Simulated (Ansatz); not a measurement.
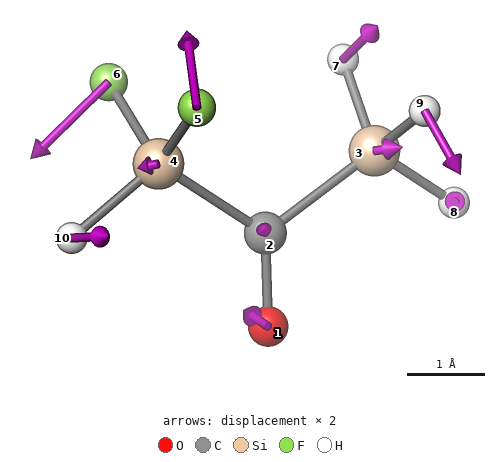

This is a relaxation of CH4F2OSi2 (coarse preliminary run). The starting structure is drawn; purple arrows show the displacements, magnified 2 times. The two geometries are superimposed by the best rigid fit.

A ball-and-stick model, seen at a tilt.

The start comes from a force field.

Theory: RKS PBE-D4/def2-SVP (Ansatz).

Input
```yaml
crystal:
  periodic: [false, false, false]
  atoms:
    - {symbol: O, position_ang: [-1.101000, -1.557000, 0.893500]}
    - {symbol: C, position_ang: [-0.483600, -0.626200, 0.369400]}
    - {symbol: Si, position_ang: [0.010300, -0.689400, -1.409900]}
    - {symbol: Si, position_ang: [0.152700, 0.877500, 1.297800]}
    - {symbol: F, position_ang: [1.680200, 0.987700, 1.206700]}
    - {symbol: F, position_ang: [-0.552400, 2.207300, 0.645800]}
    - {symbol: H, position_ang: [-0.296000, 0.549400, -2.130700]}
    - {symbol: H, position_ang: [-0.543300, -1.802800, -2.144500]}
    - {symbol: H, position_ang: [1.519000, -0.841800, -1.487500]}
    - {symbol: H, position_ang: [-0.302800, 0.844200, 2.762400]}
basis:
  gaussian: {orbitals: def2-SVP}
hamiltonian: {xc: pbe, dispersion: d4}
relax: {f_tol: 0.03, max_steps: 200}
```

Run as
```bash
ansatz run in.yaml --threads 4 --pin off --events-out ev --progress --plain --max-ram 10444MiB
```

Describe the change and its energy.

After 20 accepted moves (24 points after the start) the energy has fallen by 0.515 eV. Largest force component: 4.6 eV/Å at the start, 0.01 eV/Å at the end. The line search rejected the trial steps at points 3, 7, 8, 11 of the run. The forces were under the threshold at step 9, but the run went on from there. The atom that moves furthest after the best rigid fit is F6 (0.73 Å). Largest moves by element: F 0.73 Å, H 0.54 Å, O 0.33 Å, Si 0.22 Å, C 0.11 Å. Among the contacts that change: C2–Si3 1.848 → 1.962 Å, Si4–F5 1.534 → 1.634 Å, C2–Si4 1.878 → 1.943 Å, Si3–H8 1.444 → 1.500 Å. Among the angles between lasting bonds that change: O1–C2–Si4 124.3° → 117.9°, Si3–C2–Si4 114.4° → 119.8°, C2–Si3–H8 114.4° → 109.9°. Groups turn about C2–Si4 by about 35°. The run took 35 s on 4 threads of Arm Neoverse V1, on a shared host.
